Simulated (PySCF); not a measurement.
# CH7AlSi: the cost of one run

The runs use PySCF 2.14.0, with density-fitted response routines of our own; the level of theory stands in each step. All values are computed, except where a source is named. Atoms count from 0, in the outputs and in this text.

## 1. The molecule as given

10 atoms, charge 0, multiplicity 1; geometry from: PBE0-D3(BJ)/def2-SVP.

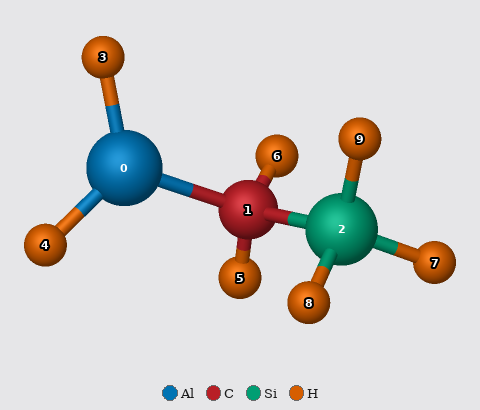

The starting geometry (aluminium blue, carbon red, silicon teal, hydrogen orange), atoms numbered.

## 2. TDDFT and polarisability: wB97X-D/def2-SVPD

What the job is given:

```
{"job": {"kind": "uv", "xc": "wB97X-D", "basis": "def2-SVPD", "ip": true}, "charge": 0, "multiplicity": 1}
Al     1.629324     0.708356    -0.121324
C      0.183763    -0.602797    -0.209428
Si    -1.323037    -0.181532     0.828639
H      2.745275     0.589368     1.006805
H      1.676442     1.904091    -1.170112
H     -0.157430    -0.709051    -1.254718
H      0.548877    -1.587826     0.132286
H     -2.405408    -1.208183     0.708306
H     -1.894640     1.139677     0.413735
H     -0.948899    -0.074361     2.275056
```

With the program's defaults for keys left out, this is: TDDFT wB97X-D/def2-SVPD, vertical, gas phase, core orbitals frozen in the response.

The run is started by

```console
OMP_NUM_THREADS=1 python probes_run.py task.json out
```

One launch serves the whole session: the jobs run in the order shown.

**Question.** How long does this first job take on 1 thread of Arm Neoverse V1, shared host, and how much memory does it need?

About 30 s, with a peak of 0.59 GiB.
